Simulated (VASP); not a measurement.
Band structure of AlAs (zinc blende). Method: PBE GGA, VASP's PBE PAW potentials (set 64) (plane waves; VASP 6.6.1).

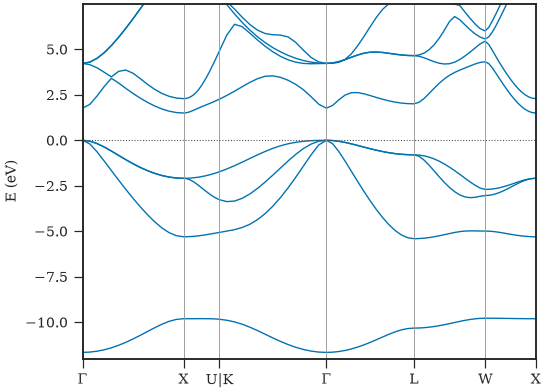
Figure. Bands along high-symmetry lines, zero at the valence-band maximum or, without a gap, the Fermi level

Task: Read the plot: is there a gap, and where are the band edges?

Result: The gap is indirect, 1.50 eV, from the valence maximum at Γ to the conduction minimum at X. (Edges off the drawn lines would not show.)

Measured: gap 2.28 eV (computed value off by -0.78 eV), as given by Wei Chen et al., Physical Review Materials (2018), doi:10.1103/physrevmaterials.2.073803 [zero-point renormalisation of 0.04 eV added back (the table's ZPR column)].

The compound is AlAs in the zinc blende structure. It was relaxed first.
